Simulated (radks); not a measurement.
# Atomic calculation, with input and output: O⁺

- system: O⁺ (Z = 8, 7 electrons) in the configuration [He] 2s2 2p3 (high spin).
- method: non-relativistic Kohn-Sham, PBE, spin-polarised, spherical densities, point nucleus (the in-house radial solver radks)

Summary:

```
                       quantity                      value
                        outcome                  converged
                   total energy         −74.498267 hartree
                 kinetic energy          74.333438 hartree
        electron–nucleus energy        −172.770114 hartree
                 Hartree energy          31.949939 hartree
    exchange–correlation energy          −8.011530 hartree
radius at density 0.001 e/bohr³                  2.85 bohr
                 SCF iterations                         14
                       hardware  1 CPU thread, shared host
```

Input:
```
Z 8
configuration [He] 2s2 2p3
relativity non-relativistic
functional pbe,pbe
spin polarised
nucleus point
```

Energies in input and log are in hartree, lengths in bohr.

Log:
```
1s      1   1.0000         -19.58566888
2s      1   1.0000          -1.52583836
2p      1   3.0000          -0.96905322
1s      2   1.0000         -19.50562093
2s      2   1.0000          -1.30966075
2p      2   0.0000          -0.75735559
Etot -74.49826692402434
Ekin 74.3334377622287
Encl -172.7701136434169
Eh 31.949939195206447
Exc -8.011530238042585
err 1.6055952029559914e-10
it 14
```

Orbitals:

```
orbital  occupation  energy (eV)  ⟨r⟩ (bohr)  outer maximum (bohr)
  1s up           1     −532.953      0.2000                 0.129
1s down           1     −530.775      0.1993                 0.129
  2s up           1      −41.520       1.074                 0.850
2s down           1      −35.638       1.113                 0.865
  2p up           3      −26.369       1.085                 0.774
2p down           0      −20.609       1.168                 0.802
```

Slater integrals of the outer shells (hartree):

| integral | value |
| --- | --- |
| F0(2p,2p) | 0.8501 |
| F2(2p,2p) | 0.3867 |
| F0(2p,2s) | 0.8448 |
| G1(2p,2s) | 0.5146 |
| F0(2p,1s) | 1.2123 |
| G1(2p,1s) | 0.1364 |
| F0(2s,2s) | 0.8461 |
| F0(2s,1s) | 1.1983 |

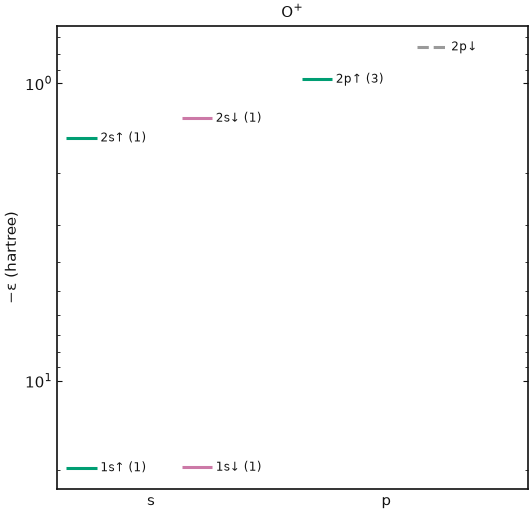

The occupied levels and a few empty ones, on a logarithmic scale of binding energy, are drawn (occupations in brackets, up spins at the left of each column and down spins at the right, empty levels dashed). The highest occupied level is 2p up at −0.969 hartree. From the top down the occupied levels run 2p up (−0.969 hartree), 2s down (−1.31 hartree), 2s up (−1.53 hartree), 1s down (−19.51 hartree), 1s up (−19.59 hartree). The lowest empty level drawn is 2p down at −0.757 hartree. The largest exchange splitting (down less up) among the shells drawn in both spins is that of 2s, 0.216 hartree.

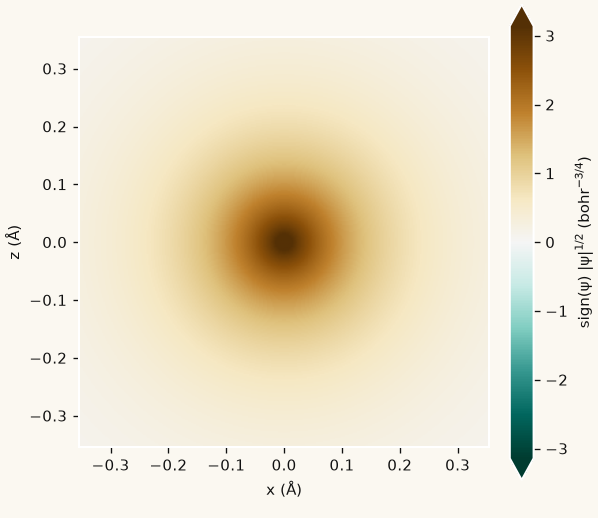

The 1s orbital of up spin. In the xz plane through the nucleus, the colour gives the signed square root of ψ. (1 bohr = 0.529 Å.) The radial function comes from the spherical calculation and is multiplied by a real spherical harmonic; the overall sign is chosen so that the largest lobe of P(r) is positive. It has no angular node and no radial node. The maximum of P² lies at 0.129 bohr, ⟨r⟩ = 0.200 bohr, 90 % of the charge lies within 0.358 bohr, and the eigenvalue is −533.0 eV, with 1 electron in the shell for this spin.

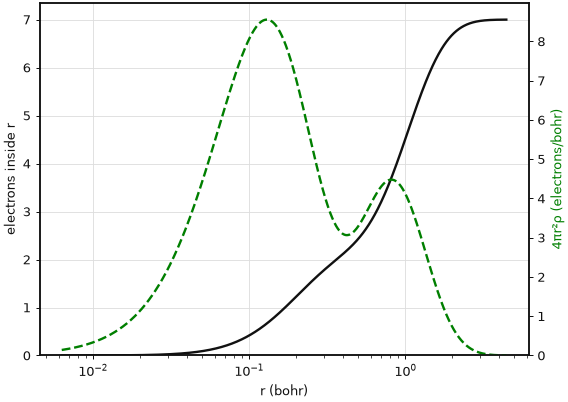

The number of electrons inside radius r (solid) and the radial density 4πr²ρ (dashed). The count levels off at 7 electrons. Half of them lie within 0.768 bohr, 90 % within 1.64 bohr and 99 % within 2.63 bohr. The radial density has a minimum at 0.422 bohr, where the count stands at 2.2; this parts the shells that the density resolves.
